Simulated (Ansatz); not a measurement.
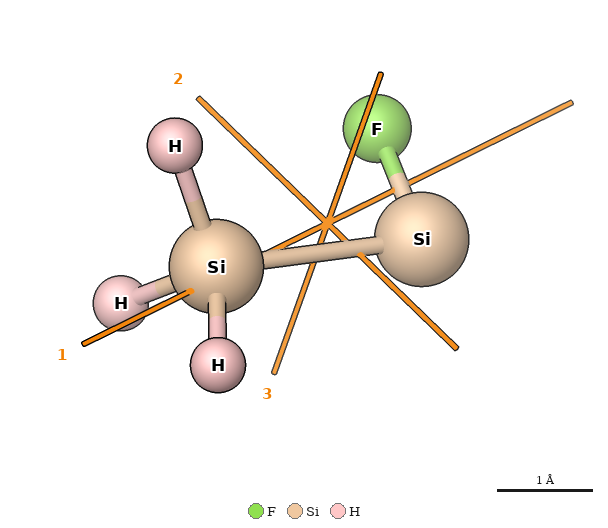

The three principal axes of inertia are drawn and numbered. Distant atoms are faded towards the background colour. The computed structure is the end point of a PBE0-D4/def2-TZVP optimisation. No frequency run is at hand to confirm it as a minimum. Masses are those of the most abundant isotopes; constants are for the rigid equilibrium geometry.

### Which line is the a axis (least moment of inertia), which b and which c?

a is line 1, b is line 2, c is line 3; the moments are 31.0, 138, 163 u Å².

### Classify the rotor and give the rotational constants (cm⁻¹).

An asymmetric top (Cs): A = 0.544, B = 0.122, C = 0.103 cm⁻¹. Ray's parameter κ is −0.91, close to the prolate limit.
